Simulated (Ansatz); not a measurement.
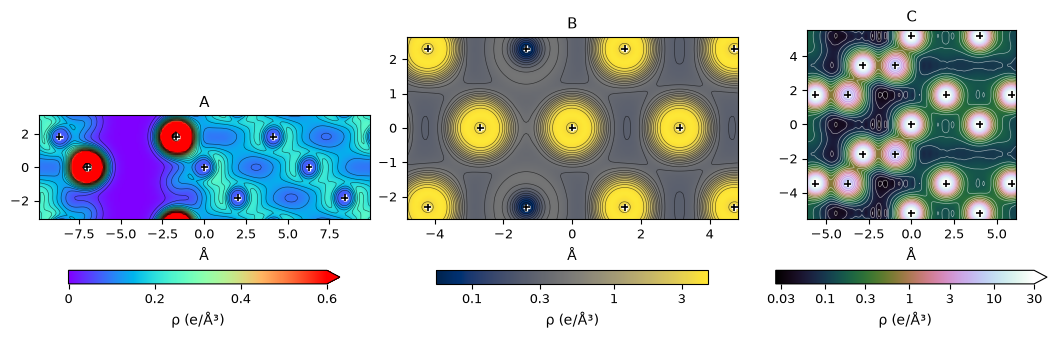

The valence charge density (pseudo) of 3 systems, each on a plane through atoms (crosses mark nuclei in the plane).

Computed with Ansatz 0.2.0, DFT PBE, scalar-relativistic, plane waves, PAW.

System 1: Ta$_{5}$Si, the (110) plane of the conventional cell. Space group P4/mmm; a generated structure, not necessarily the stable one; changed on purpose from its base cell (volume × 0.91, shape and atoms relaxed); computed pressure about 22 GPa in this cell; computed without spin polarisation.

```xyz
6
Lattice="3.2599 0.0000 0.0000 0.0000 3.2599 0.0000 0.0000 0.0000 8.9290" Properties=species:S:1:pos:R:3 pbc="T T T"
Ta    1.6299    1.6299    1.3392
Ta    0.0000    0.0000    2.8666
Ta    1.6299    1.6299    7.5898
Ta    0.0000    0.0000    6.0624
Ta    1.6299    1.6299    4.4645
Si    0.0000    0.0000    0.0000
```

System 2: Al$_{3}$Cl, the (110) plane of the conventional cell. Space group P-3m1; a generated structure, not necessarily the stable one; changed on purpose from its base cell (volume × 1.06, shape and atoms relaxed).

```cif
data_structure
_symmetry_space_group_name_H-M 'P 1'
_symmetry_Int_Tables_number 1
_cell_length_a 3.1853
_cell_length_b 3.1853
_cell_length_c 19.1079
_cell_angle_alpha 90.000
_cell_angle_beta 90.000
_cell_angle_gamma 120.000
_cell_volume 167.90
loop_
_atom_site_label
_atom_site_type_symbol
_atom_site_fract_x
_atom_site_fract_y
_atom_site_fract_z
_atom_site_occupancy
Al1 Al 0.33333 0.66667 0.72732 1
Al2 Al 0.00000 0.00000 0.83295 1
Al3 Al 0.66667 0.33333 0.94427 1
Al4 Al 0.66667 0.33333 0.27268 1
Al5 Al 0.00000 0.00000 0.16705 1
Al6 Al 0.33333 0.66667 0.05573 1
Cl1 Cl 0.66667 0.33333 0.63915 1
Cl2 Cl 0.33333 0.66667 0.36085 1
```

System 3: Zn$_{5}$O$_{2}$, the (110) plane of the conventional cell. Space group P3m1; a generated structure, not necessarily the stable one; changed on purpose from its base cell (volume × 0.91, shape and atoms relaxed); computed pressure about 8 GPa in this cell.

Match each panel to its system.

Answer. Panel A is system 2, Al$_{3}$Cl: the plane holds Al and Cl. Al–Cl (2.49 Å): ρ at the midpoint is about 0.36 e/Å³. Panel B is system 1, Ta$_{5}$Si: the plane holds Ta and Si. Ta–Si (2.67 Å): ρ is about 0.35 e/Å³ halfway. Panel C is system 3, Zn$_{5}$O$_{2}$: the plane holds Zn and O. Zn–O (1.90 Å): ρ is about 0.75 e/Å³ halfway.
